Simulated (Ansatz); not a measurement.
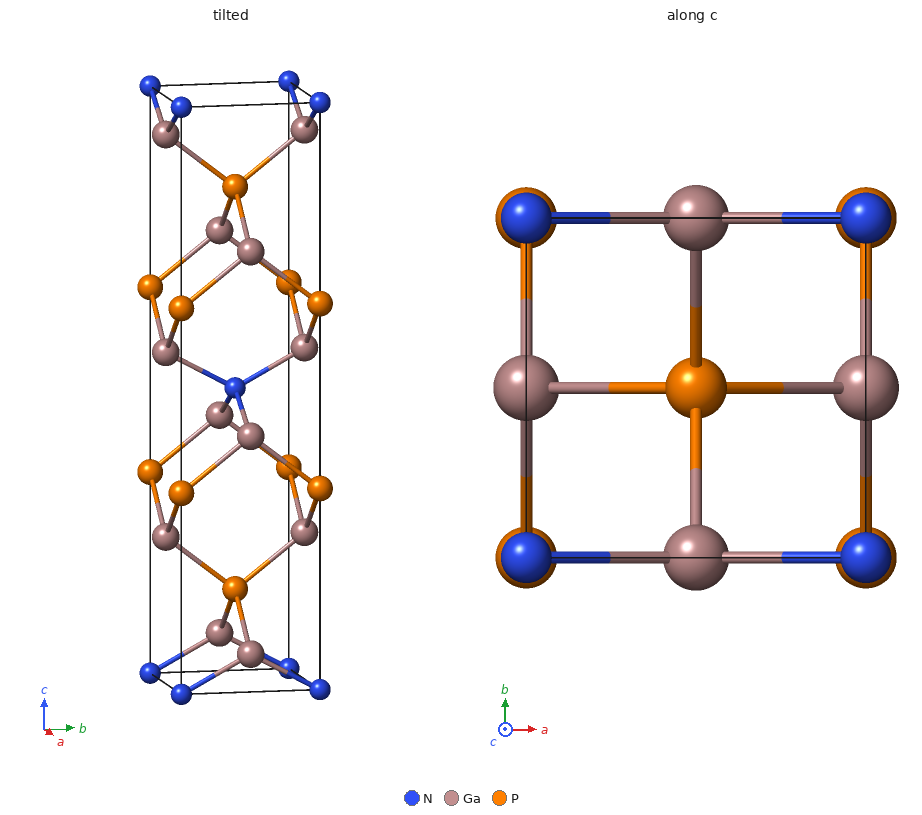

Crystal structure, ball-and-stick style, seen slightly off an axis and along the c axis. The conventional unit cell is outlined; an atom on or near a face, edge or corner is repeated at each equivalent position.

Ga3P2N, space group I-4m2 (No. 119), a = 3.649 Å, b = 3.649 Å, c = 15.256 Å, α = 90.00°, β = 90.00°, γ = 90.00°. The structure was taken from a structure type filled with these elements by a generator (whether the compound takes this form wasn't checked). Earlier steps of the study, as a rule a relaxation of our own, may have changed the cell and positions, so they can lie some per cent off the listed ones. Ansatz was used for an electronic-structure calculation on it.

This one geometry was computed with Ansatz (DFT, plane waves, PAW) at five levels of theory: PBE, r2SCAN, HSE06, PBE0 and PBE with spin-orbit coupling. It was relaxed beforehand with r2SCAN.

### Which level gives the highest pressure at this volume, and what does that say about its equilibrium volume?

Highest: PBE (3.3 GPa) and PBE with spin-orbit coupling (3.3 GPa), which points to the largest equilibrium volume. Lowest, with the smallest volume: r2SCAN (0.0 GPa), HSE06 (0.5 GPa) and PBE0 (0.3 GPa). Levels within 0.5 GPa of each other can't be told apart.

### How does the band gap change with the level of theory?

PBE with spin-orbit coupling: a gap of 0.27 eV, direct; PBE: a gap of 0.29 eV, direct; r2SCAN: a gap of 0.61 eV, direct; HSE06: a gap of 1.06 eV, direct; PBE0: a gap of 1.70 eV, direct.

### Collect the results in a table.

| level | cutoff (eV) | k-mesh of the run's cell | gap (eV) | pressure (GPa) |
| --- | --- | --- | --- | --- |
| PBE | 420 | 10×10×10 | 0.29 | 3.3 |
| r2SCAN | 500 | 10×10×10 | 0.61 | 0.0 |
| HSE06 | 420 | 6×6×6 | 1.06 | 0.5 |
| PBE0 | 420 | 6×6×6 | 1.70 | 0.3 |
| PBE with spin-orbit coupling | 420 | 10×10×10 | 0.27 | 3.3 |

Gaps are taken on the k-mesh or band path of each run.
